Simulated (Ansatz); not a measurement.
# BNH2O (SMILES BN=O): PBE/STO-3G

Aim: the electronic atomisation energy of BNH2O at PBE/STO-3G, from 5 runs. 

Program for the calculation: Ansatz 0.2.0.

59 further runs of the same task are left out: 4 that didn't finish, 55 set aside as unsound or not needed.

**1. The system as given**

The species is BNH2O (5 atoms), meant as a singlet with charge 0. SMILES: `BN=O`. Geometry: relaxed at GFN2-xTB.

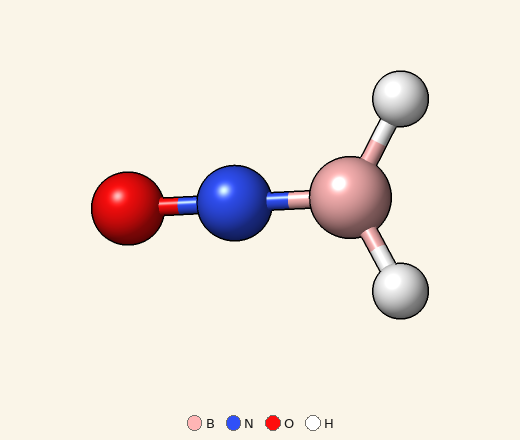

Viewed from a chosen angle; boron pink, nitrogen blue, oxygen red, hydrogen white.

**2. A single-point energy at PBE/STO-3G**

Input file input.yaml:

```yaml
crystal:
  periodic: [false, false, false]
  atoms:
    - {symbol: B, position_ang: [-0.303260, 0.384710, -0.206480]}
    - {symbol: N, position_ang: [0.435210, -0.552070, 0.296940]}
    - {symbol: O, position_ang: [1.113730, -1.415380, 0.760240]}
    - {symbol: H, position_ang: [-1.158940, 0.091910, -0.941520]}
    - {symbol: H, position_ang: [-0.086740, 1.490830, 0.090820]}
basis:
  gaussian: {orbitals: STO-3G}
hamiltonian: {xc: pbe}
accuracy: high
```

The run is started by

```
ansatz run input.yaml --threads 1 --pin off --max-ram 2610MiB --events-out events.jsonl --progress --plain --runs-dir runs
```

Standard output:

```text
Warning: RAYON_NUM_THREADS=1 ignored (pool sized by the plan → 1); use --threads N
Functional definition: PBE
  name "PBE"
  parameter kappa = 0.804
  parameter beta = 0.06672455060314922
  exchange = pbe_x(kappa = kappa, mu = beta*pi^2/3)
  correlation = pbe_c(beta = beta)
294 factors; integrals over basis functions are off by at most 2.9e-8 eV
mean field evaluation 1: about -4180.5291 eV, gradient 2.3e1 eV
mean field evaluation 2: about -4155.4252 eV, gradient 7.7e1 eV
mean field evaluation 4: about -4182.1967 eV, gradient 1.0e1 eV
mean field evaluation 8: about -4182.3901 eV, gradient 1.1e-1 eV
mean field evaluation 16: about -4182.3902 eV, gradient 8.0e-8 eV
mean field -4182.39016322 eV, -153.7000035725 hartree, gradient 8.5e-8 eV, S^2 0.000000; 0 other end points of the search recorded, 0 dependent functions left out
reference -4182.39016465 eV, -153.7000036249 hartree; 11, 11 occupied and 6, 6 virtual orbitals, 294 factors
Total energy: -4182.39016465 eV, -153.7000036249 hartree
```

Wall time 0.91 s (1 thread of Arm Neoverse V1, shared host).

**3. The B atom**

Input file in.yaml:

```yaml
crystal:
  periodic: [false, false, false]
  atoms:
    - {symbol: B, position_ang: [0.000000, 0.000000, 0.000000]}
basis:
  gaussian:
    orbitals: STO-3G
magnetization:
  spin_polarized: true
  initial_magnetization: 1
hamiltonian:
  xc: pbe
accuracy: high
```

The run is started by

```
ansatz run in.yaml --threads 1 --pin off --max-ram 2610MiB --events-out events.jsonl --progress --plain --runs-dir runs
```

Standard output, cut to the lines that bear on the results:

```text
Warning: RAYON_NUM_THREADS=1 ignored (pool sized by the plan → 1); use --threads N
[... 6 set-up lines as earlier in the session ...]
15 factors; integrals over basis functions are off by at most 8.9e-10 eV
mean field evaluation 1: about -659.1828 eV, gradient 1.2e-6 eV
mean field evaluation 2: about -659.1827 eV, gradient 3.8e-6 eV
mean field evaluation 4: about -659.1827 eV, gradient 8.0e-7 eV
mean field evaluation 8: about -659.1825 eV, gradient 0.0e0 eV
mean field evaluation 16: about -659.1379 eV, gradient 5.5e0 eV
mean field -659.18268237 eV, -24.2245167672 hartree, gradient 0.0e0 eV, S^2 0.750000; 2 other end points of the search recorded, 0 dependent functions left out
reference -659.18268363 eV, -24.2245168132 hartree; 3, 2 occupied and 2, 3 virtual orbitals, 15 factors
Total energy: -659.18268363 eV, -24.2245168132 hartree
```

Run time: 0.3 s. Hardware: 1 thread of Arm Neoverse V1, shared host.

**4. The H atom, same level**

Input file in.yaml:

```yaml
crystal:
  periodic: [false, false, false]
  atoms:
    - {symbol: H, position_ang: [0.000000, 0.000000, 0.000000]}
basis:
  gaussian: {orbitals: STO-3G}
magnetization: {spin_polarized: true, initial_magnetization: 1}
hamiltonian: {xc: {name: PBE}}
accuracy: high
```

Run the same way, it converges to -0.46438 Eh (log not shown).

**5. The N atom at the same level**

Input file input.yaml:

```yaml
crystal:
  periodic: [false, false, false]
  atoms:
    - symbol: "N"
      position_ang: [0.000000, 0.000000, 0.000000]
basis:
  gaussian: {orbitals: STO-3G}
magnetization: {spin_polarized: true, initial_magnetization: 3}
hamiltonian: {xc: pbe}
accuracy: high
```

Run the same way, it converges to -53.81470 Eh (log not shown).

**6. The O atom at the same level**

Input file in.yaml:

```yaml
crystal:
  periodic: [false, false, false]
  atoms:
    - {symbol: O, position_ang: [0.000000, 0.000000, 0.000000]}
basis:
  gaussian: {orbitals: STO-3G}
accuracy: high
total_charge: 0
hamiltonian: {xc: {name: PBE}}
magnetization: {spin_polarized: true, initial_magnetization: 2}
```

Run the same way, it converges to -73.94877 Eh (log not shown).

**7. Summary of results**

Level: PBE/STO-3G.

| quantity | value |
| --- | --- |
| molecule: total energy | -153.70000 Eh |
| B atom: total energy | -24.22452 Eh |
| B atom: ⟨S²⟩ | 0.750 |
| H atom: total energy | -0.46438 Eh |
| H atom: ⟨S²⟩ | 0.750 |
| N atom: total energy | -53.81470 Eh |
| N atom: ⟨S²⟩ | 3.750 |
| O atom: total energy | -73.94877 Eh |
| O atom: ⟨S²⟩ | 2.000 |
| electronic atomisation energy | 21.314 eV |

**Reading.** Taking the molecule apart into free atoms costs 21.31 eV (492 kcal/mol), before zero-point energy and without spin-orbit coupling. In a minimal basis such a difference can be off by several eV, whatever the method.
